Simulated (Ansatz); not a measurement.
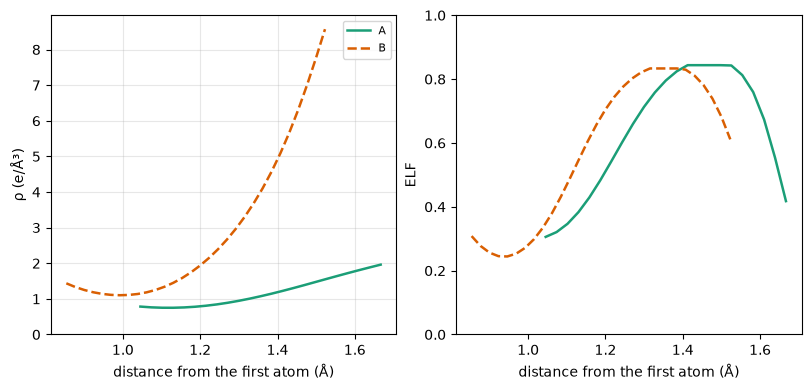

Figure. Cl5FMo (SMILES [F][Mo]([Cl])([Cl])([Cl])([Cl])[Cl]). Electron density and electron localisation function along straight lines between neighbouring atoms. The curves leave out the atomic cores.

Geometry: PBE0-D4/def2-TZVP; core potentials replace the inner electrons of Mo.

The calculation used RKS PBE0-D4/def2-TZVPP (Ansatz 0.2.0).

```xyz
7

F    -1.8591    0.0439   -0.2004
Mo   -0.0243    0.0006   -0.0026
Cl    2.2223   -0.0524    0.2395
Cl   -0.0851   -2.2192   -0.4922
Cl    0.1646    0.4821   -2.2170
Cl   -0.0844    2.2232    0.4739
Cl   -0.3340   -0.4781    2.1987
```

Which curve belongs to which contact (Mo–Cl and Mo–F)? The first atom named is at distance zero.

Curve A: Mo–Cl (2.26 Å): ρ at the midpoint is about 0.75 e/Å³; the ELF peaks at about 0.85 in the valence shell of Cl, 0.8 Å from its nucleus, and is about 0.40 at the midpoint. Curve B: Mo–F (1.85 Å): the density is about 1.2 e/Å³ at the midpoint; the ELF peaks at about 0.85 in the valence shell of F, 0.5 Å from its nucleus, and drops to about 0.25 between the two atoms.
